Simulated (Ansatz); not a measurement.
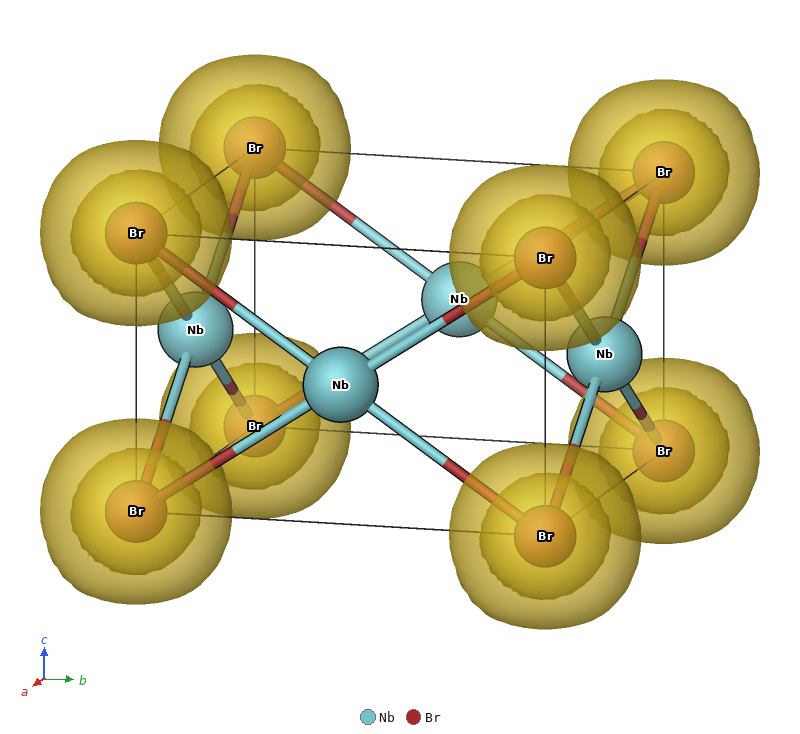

Figure 1: Nb2Br. Isosurface of the ELF at 0.75 (yellow), seen slightly off an axis. Core shells and regions of very low density are left out. Sticks mark near contacts.

Space group P4/mmm; a structure generated by program, which may or may not match a known phase; computed without spin polarisation.

Level of theory: Ansatz, DFT PBE, scalar-relativistic, plane waves, PAW.

Core electrons are frozen (PAW), and the valence fields are smoothed inside the atomic spheres.

What do the ELF domains correspond to?

At this value the surface marks out one region wrapped around Br (its valence shell), counted in one cell of 3 atoms. Regions shared between cells count once.

Values along the shortest contacts:
Nb–Br (2.69 Å): the ELF is about 0.25 at the midpoint; no shared electron pair shows on this line. Nb–Nb (2.99 Å): the ELF is about 0.40 at the midpoint.
